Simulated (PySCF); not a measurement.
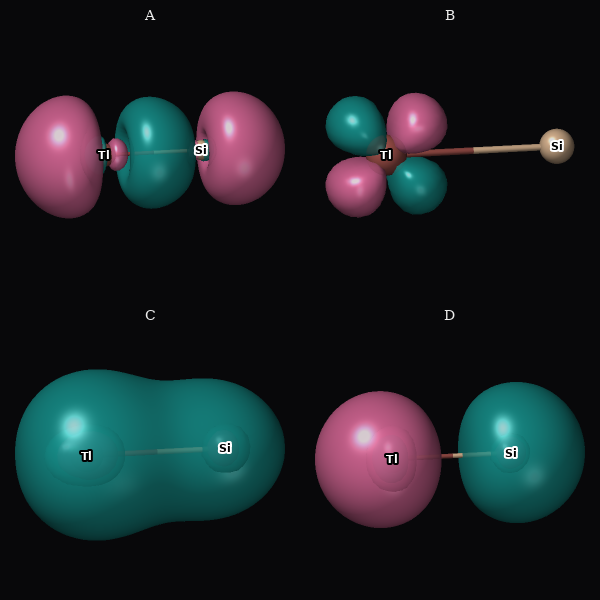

Figure 1: TlSi (quartet). Four frontier β-spin orbitals, each drawn at the value that holds 80 % of its norm (teal and pink are the two phases), in no order; of a degenerate pair one member is drawn.

Core potentials replace the inner electrons of Tl.

Method: PBE0/def2-SVPD, non-relativistic Hamiltonian with scalar-relativistic core potentials where named, at a bond length of 2.693 Å in PySCF.

**Label each orbital by symmetry, say whether it is occupied, and order them by energy.**

Orbital B: π, occupied in this spin, −17.92 eV; almost wholly on Tl.
Orbital C: σ, occupied in this spin, −11.62 eV; shared between the atoms (Tl 60 %, Si 40 %).
Orbital D: σ, occupied in this spin, −8.78 eV; shared between the atoms (Tl 40 %, Si 60 %).
Orbital A: σ, empty in this spin, −2.53 eV; shared between the atoms (Tl 45 %, Si 55 %).
